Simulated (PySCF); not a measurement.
**Se⁻: atomic calculation**

Se⁻, configuration 1s2 2s2 2p6 3s2 3p6 3d10 4s2 4p5, multiplicity 2. Computed at this level: unrestricted LDA, def2-TZVPPD, non-relativistic, point nucleus (PySCF).

Input file:
```python
from pyscf import gto, scf, dft, mp, cc
import basis_set_exchange as bse
mol = gto.M(atom="Se 0 0 0", charge=-1, spin=1, symmetry="D2h",
            basis=gto.basis.parse(bse.get_basis("def2-TZVPPD", elements=["Se"], fmt="nwchem")))
mf = dft.UKS(mol, xc="LDA,VWN")
mf.irrep_nelec = {'Ag': (6, 6), 'B1g': (1, 1), 'B2g': (1, 1), 'B3g': (1, 1), 'B1u': (3, 3), 'B2u': (3, 3), 'B3u': (3, 2)}
mf.kernel()
```

The script is an equivalent of what the driver set up; the driver started from orbitals of its own, so the log can be shorter than this script's would be, and it computed the properties (radii, ⟨L²⟩, response) afterwards. It held the occupations shell by shell, which the script's counts by irreducible representation don't always enforce.

The program's output (extracts):
```
damping factor = 0
level_shift factor = 0
DIIS = <class 'pyscf.scf.diis.CDIIS'>
diis_start_cycle = 1
diis_space = 10
diis_damp = 0
SCF conv_tol = 1e-09
SCF conv_tol_grad = None
number electrons alpha = 18  beta = 17
XC functionals = LDA,VWN
    P. A. M. Dirac.,  Math. Proc. Cambridge Philos. Soc. 26, 376 (1930)
    F. Bloch.,  Z. Phys. 57, 545 (1929)
    S. H. Vosko, L. Wilk, and M. Nusair.,  Can. J. Phys. 58, 1200 (1980)
cycle= 1 E= -2398.14540892157  delta_E= -0.0175  |g|= 0.176  |ddm|= 0.259
cycle= 2 E= -2398.14607582119  delta_E= -0.000667  |g|= 0.155  |ddm|= 0.112
cycle= 3 E= -2398.14868995596  delta_E= -0.00261  |g|= 0.0173  |ddm|= 0.0657
cycle= 4 E= -2398.14887966765  delta_E= -0.00019  |g|= 0.00268  |ddm|= 0.0273
cycle= 5 E= -2398.14888672409  delta_E= -7.06e-06  |g|= 9.61e-05  |ddm|= 0.00437
cycle= 6 E= -2398.14888673811  delta_E= -1.4e-08  |g|= 2.87e-05  |ddm|= 0.000293
cycle= 7 E= -2398.14888673912  delta_E= -1.01e-09  |g|= 1.7e-06  |ddm|= 6.63e-05
cycle= 8 E= -2398.14888673912  delta_E= -1.36e-12  |g|= 3.56e-08  |ddm|= 2.68e-06
converged SCF energy = -2398.14888673912  <S^2> = 0.75229694  2S+1 = 2.0022956
```

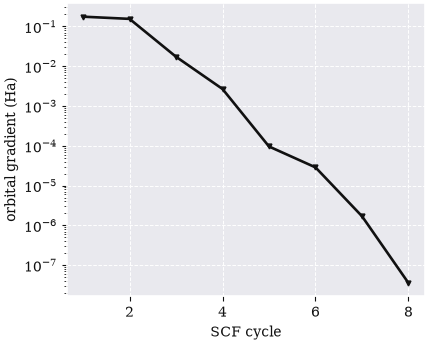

**Figure 1.** Convergence: orbital gradient against the SCF cycle. The residual falls at every step. It goes from 0.18 to 3.6×10⁻⁸ in 8 steps.

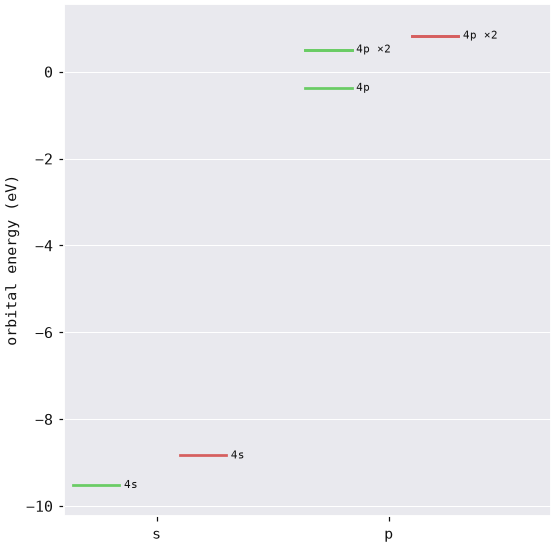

**Figure 2.** Orbital energies of the mean field, from the top down to −9.52 eV, by angular momentum, α spin at the left of each column and β at the right; ×n counts the orbitals under one label. Empty levels that the record names by l alone aren't drawn. The highest filled orbital is 4p β at 0.831 eV, the lowest empty one p β at 0.754 eV. A filled level above zero isn't a property of the atom (see the remarks).

Key numbers:

- outcome: converged; a filled orbital lies above zero
- total energy: −2398.1489 hartree
- kinetic energy: 2396.6092 hartree
- ⟨S²⟩: 0.752
- ⟨L²⟩: 2.02
- SCF iterations: 8
- hardware: 1 CPU thread, shared host
- CPU time: 0.55 s (integrals apart)

Notes:

The highest filled orbital (4p, 0.831 eV) lies above zero. That is common for anions, where the functional's self-interaction leaves the outer electrons unbound; only the finite basis holds them, so such levels depend on it. The driver held the occupations shell by shell, and empty p levels lie below the filled 4p.
